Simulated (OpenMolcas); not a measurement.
## MgH$_{2}$O: excited-state calculation (part 4 of 4)

MgH$_{2}$O; NEVPT2/ANO-RCC-VDZP, DKH2 (OpenMolcas 26.06). The geometry comes from this level: GFN2-xTB.

Geometry of the input (Å):
```
O  0.3399  -0.7990  0.4702
Mg -0.2302  0.5658  -0.3352
H  0.6484  -1.5680  0.9303
H  -0.7581  1.8012  -1.0653
```

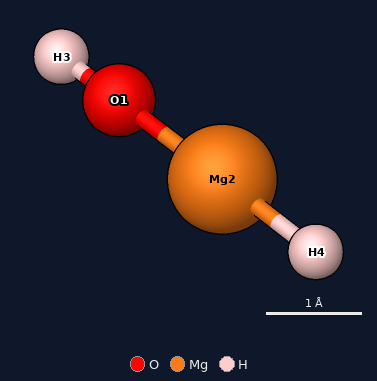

**Figure 1.** The input geometry (ball-and-stick view, seen at an oblique angle; atoms are numbered from 1 in the order of the input). Sticks mark near contacts.

What the program printed, continued:
```
      Contributions to the PC-NEVPT2 correlation energy
      Active & Virtual Only:         -0.1389765055
      One Inactive Excited:          -0.0089391499
      Two Inactive Excited:          -0.1530772745

  FINAL SC-NEVPT2 RESULT:

      Reference energy:        -275.8282418599
      E2 (Non-variational):      -0.2967517037
      E2 (Variational):          -0.2967517037
      Total energy:            -276.1249935637
      Residual norm:              0.0000000000
      Reference weight:           0.95558

      Contributions to the SC-NEVPT2 correlation energy
      Active & Virtual only:         -0.1347505653
      One Inactive Excited:          -0.0089248020
      Two Inactive Excited:          -0.1530763364

   (Skip denominator check etc. with SC-NEVPT2 wavefunction)

   (Skipping property calculation,
    use PROP keyword to activate)
--

  Total SC-NEVPT2 energies:
::    SC-NEVPT2 Root  1     Total energy:   -276.40391237
::    SC-NEVPT2 Root  2     Total energy:   -276.15960394
::    SC-NEVPT2 Root  3     Total energy:   -276.15960062
::    SC-NEVPT2 Root  4     Total energy:   -276.12626744
::    SC-NEVPT2 Root  5     Total energy:   -276.12626972
::    SC-NEVPT2 Root  6     Total energy:   -276.12499356

++ Multi-State NEVPT2 section:
********************************************************************************
  MULTI-STATE NEVPT2 SECTION
--------------------------------------------------------------------------------

  Output diagonal energies have been shifted. Add    276.00000000000000

  Effective Hamiltonian matrix (Symmetric):

                1               2               3               4               5
   1      -552.41814358
   2         0.00009636   -552.16415510
   3        -0.00015475      0.00000042   -552.16415118
   4         0.00000179     -0.00000660     -0.00011566   -552.13060042
   5        -0.00000181      0.00010966      0.00000193     -0.00000001   -552.13060040
   6         0.00000077      0.00005893      0.00003854      0.00000141      0.00000135

                6
   6      -552.12923479

       Total QD-PC-NEVPT2 energies:
::    QD-PC-NEVPT2 Root  1     Total energy:   -276.41814371
::    QD-PC-NEVPT2 Root  2     Total energy:   -276.16415554
::    QD-PC-NEVPT2 Root  3     Total energy:   -276.16415151
::    QD-PC-NEVPT2 Root  4     Total energy:   -276.13060007
::    QD-PC-NEVPT2 Root  5     Total energy:   -276.13059998
::    QD-PC-NEVPT2 Root  6     Total energy:   -276.12923464

       Eigenvectors:
            0.99999974      0.00041846     -0.00058311      0.00000075      0.00000955
           -0.00037939      0.99785048      0.06542716      0.00246666     -0.00214964
            0.00060926     -0.06542966      0.99785043     -0.00205930     -0.00276636
           -0.00000600     -0.00002936      0.00345269      0.61012524      0.79229692
            0.00000644     -0.00325704     -0.00027118      0.79229712     -0.61012566
           -0.00000268     -0.00161154     -0.00121200     -0.00146126     -0.00004357

            0.00000265
            0.00169089
            0.00110083
            0.00093021
            0.00112559
            0.99999690

--

  Effective Hamiltonian matrix (Symmetric):

                1               2               3               4               5
   1      -552.40391237
   2         0.00003018   -552.15960394
   3        -0.00007950      0.00000036   -552.15960062
   4         0.00000075     -0.00000866     -0.00005611   -552.12626744
   5        -0.00000096      0.00005471     -0.00000710      0.00000156   -552.12626972
   6        -0.00000006      0.00004379      0.00002337      0.00000055      0.00000085

                6
   6      -552.12499356

       Total QD-SC-NEVPT2 energies:
::    QD-SC-NEVPT2 Root  1     Total energy:   -276.40391240
::    QD-SC-NEVPT2 Root  2     Total energy:   -276.15960411
::    QD-SC-NEVPT2 Root  3     Total energy:   -276.15960068
::    QD-SC-NEVPT2 Root  4     Total energy:   -276.12627041
::    QD-SC-NEVPT2 Root  5     Total energy:   -276.12626656
::    QD-SC-NEVPT2 Root  6     Total energy:   -276.12499349

       Eigenvectors:
            0.99999994      0.00015288     -0.00031270     -0.00000429      0.00000136
           -0.00012355      0.99578163      0.09173093      0.00158119      0.00050795
            0.00032541     -0.09173187      0.99578202      0.00056945     -0.00159869
           -0.00000264      0.00010451      0.00170008     -0.45141996      0.89230990
            0.00000349     -0.00165375      0.00006163      0.89230991      0.45141972
            0.00000020     -0.00119785     -0.00078864     -0.00046530     -0.00067851

           -0.00000027
            0.00126622
            0.00067461
            0.00039686
            0.00071956
            0.99999863

--

  THE ORIGINAL CI ARRAYS ARE NOW MIXED AS LINEAR
  COMBINATIONS, GIVEN BY THE EIGENVECTORS.
  A NEW JOBIPH FILE NAMED 'JOBMIX' IS PREPARED.
********************************************************************************

++ Mixed CI coefficients:
  The CI coefficients for the MIXED state nr.   1
--------------------------------------------------------------------------------
 CI COEFFICIENTS LARGER THAN  5.00E-02
  Occupation of active orbitals, and spin coupling
  of open shells. (u,d: Spin up or down).
  SGUGA info is (Midvert:IsyUp:UpperWalk/LowerWalk)
        Conf  SGUGA info        Occupation     Coefficient         Weight
           1  ( 1:1:   1/   1)   2222200000      -0.919849       0.846122
           4  ( 2:1:   3/   1)   2222u00d00       0.085384       0.007290
           8  ( 2:1:   2/   2)   222u20d000       0.218831       0.047887
          12  ( 2:1:   1/   3)   22u22d0000      -0.218802       0.047874
          21  ( 2:1:   5/   4)   2u2220000d       0.073869       0.005457
          24  ( 2:1:   3/   5)   u222200d00      -0.073993       0.005475
          35  ( 3:1:   9/   1)   2222000ud0      -0.077448       0.005998
          36  ( 3:1:  10/   1)   2222000020       0.069069       0.004771
         221  ( 3:1:  15/  13)   2022200002       0.061423       0.003773

  The CI coefficients for the MIXED state nr.   2
--------------------------------------------------------------------------------
 CI COEFFICIENTS LARGER THAN  5.00E-02
  Occupation of active orbitals, and spin coupling
  of open shells. (u,d: Spin up or down).
  SGUGA info is (Midvert:IsyUp:UpperWalk/LowerWalk)
        Conf  SGUGA info        Occupation     Coefficient         Weight
           3  ( 2:1:   2/   1)   2222u0d000       0.109221       0.011929
           9  ( 2:1:   3/   2)   222u200d00       0.958368       0.918469
          10  ( 2:1:   4/   2)   222u2000d0       0.061292       0.003757
          14  ( 2:1:   3/   3)   22u2200d00      -0.065581       0.004301
          42  ( 3:1:   1/   2)   222ud20000      -0.080033       0.006405
          44  ( 3:1:   3/   2)   222ud02000      -0.097552       0.009516
          50  ( 3:1:   9/   2)   222ud00ud0      -0.060877       0.003706
         106  ( 3:1:   5/   6)   222020ud00       0.062690       0.003930
         368  ( 5:1:  17/   1)   222u0002d0      -0.062994       0.003968
         371  ( 5:1:  20/   1)   222u000d20       0.071266       0.005079
        1430  ( 5:1:  39/  27)   202u200d02      -0.068424       0.004682

  The CI coefficients for the MIXED state nr.   3
--------------------------------------------------------------------------------
 CI COEFFICIENTS LARGER THAN  5.00E-02
  Occupation of active orbitals, and spin coupling
  of open shells. (u,d: Spin up or down).
  SGUGA info is (Midvert:IsyUp:UpperWalk/LowerWalk)
        Conf  SGUGA info        Occupation     Coefficient         Weight
           2  ( 2:1:   1/   1)   2222ud0000      -0.109195       0.011923
           9  ( 2:1:   3/   2)   222u200d00       0.065576       0.004300
          14  ( 2:1:   3/   3)   22u2200d00       0.958362       0.918457
          15  ( 2:1:   4/   3)   22u22000d0       0.061296       0.003757
          57  ( 3:1:   1/   3)   22u2d20000      -0.097537       0.009513
          59  ( 3:1:   3/   3)   22u2d02000      -0.080037       0.006406
          65  ( 3:1:   9/   3)   22u2d00ud0      -0.060870       0.003705
         165  ( 3:1:   4/  10)   22022u0d00      -0.062685       0.003929
         408  ( 5:1:  17/   2)   22u20002d0      -0.062995       0.003968
         411  ( 5:1:  20/   2)   22u2000d20       0.071269       0.005079
        1750  ( 5:1:  39/  35)   20u2200d02      -0.068424       0.004682

  The CI coefficients for the MIXED state nr.   4
--------------------------------------------------------------------------------
 CI COEFFICIENTS LARGER THAN  5.00E-02
  Occupation of active orbitals, and spin coupling
  of open shells. (u,d: Spin up or down).
  SGUGA info is (Midvert:IsyUp:UpperWalk/LowerWalk)
        Conf  SGUGA info        Occupation     Coefficient         Weight
           7  ( 2:1:   1/   2)   222u2d0000       0.437348       0.191273
           8  ( 2:1:   2/   2)   222u20d000       0.527495       0.278251
          12  ( 2:1:   1/   3)   22u22d0000       0.527664       0.278430
          13  ( 2:1:   2/   3)   22u220d000      -0.438636       0.192402
          46  ( 3:1:   5/   2)   222ud0ud00      -0.051202       0.002622
          60  ( 3:1:   4/   3)   22u2du0d00      -0.051211       0.002623
         365  ( 5:1:  14/   1)   222u00dud0      -0.052540       0.002760
         404  ( 5:1:  13/   2)   22u20d0ud0      -0.052563       0.002763

  The CI coefficients for the MIXED state nr.   5
--------------------------------------------------------------------------------
 CI COEFFICIENTS LARGER THAN  5.00E-02
  Occupation of active orbitals, and spin coupling
  of open shells. (u,d: Spin up or down).
  SGUGA info is (Midvert:IsyUp:UpperWalk/LowerWalk)
        Conf  SGUGA info        Occupation     Coefficient         Weight
           7  ( 2:1:   1/   2)   222u2d0000       0.528089       0.278878
           8  ( 2:1:   2/   2)   222u20d000      -0.437919       0.191773
          12  ( 2:1:   1/   3)   22u22d0000      -0.438066       0.191901
          13  ( 2:1:   2/   3)   22u220d000      -0.527071       0.277803
          45  ( 3:1:   4/   2)   222udu0d00      -0.051247       0.002626
          61  ( 3:1:   5/   3)   22u2d0ud00       0.051165       0.002618
         364  ( 5:1:  13/   1)   222u0d0ud0      -0.052603       0.002767
         405  ( 5:1:  14/   2)   22u200dud0       0.052500       0.002756

  The CI coefficients for the MIXED state nr.   6
--------------------------------------------------------------------------------
 CI COEFFICIENTS LARGER THAN  5.00E-02
  Occupation of active orbitals, and spin coupling
  of open shells. (u,d: Spin up or down).
  SGUGA info is (Midvert:IsyUp:UpperWalk/LowerWalk)
        Conf  SGUGA info        Occupation     Coefficient         Weight
           7  ( 2:1:   1/   2)   222u2d0000       0.686155       0.470809
          13  ( 2:1:   2/   3)   22u220d000       0.686105       0.470740
          45  ( 3:1:   4/   2)   222udu0d00      -0.065592       0.004302
          61  ( 3:1:   5/   3)   22u2d0ud00      -0.065606       0.004304
         253  ( 4:1:   2/   1)   222uud0d00      -0.050027       0.002503
         264  ( 4:1:   3/   2)   22u2u0dd00      -0.050019       0.002502
         358  ( 5:1:   7/   1)   222u0d0200       0.057426       0.003298
         364  ( 5:1:  13/   1)   222u0d0ud0      -0.068429       0.004683
         399  ( 5:1:   8/   2)   22u200d200       0.057420       0.003297
         405  ( 5:1:  14/   2)   22u200dud0      -0.068424       0.004682

--

--- Stop Module: caspt2 /rc=_RC_ALL_IS_WELL_ ---
--- Module caspt2 spent 2 minutes 7 seconds ---

.##################.
.# Happy landing! #.
.##################.

    Timing: Wall=137.95 User=136.76 System=1.17
```

Key numbers:

| quantity | value |
| --- | --- |
| outcome | converged |
| total energy | −276.403912 hartree |
| basis functions | 42 |
| wall time | 2.3 min |
| peak memory | 0.41 GiB |
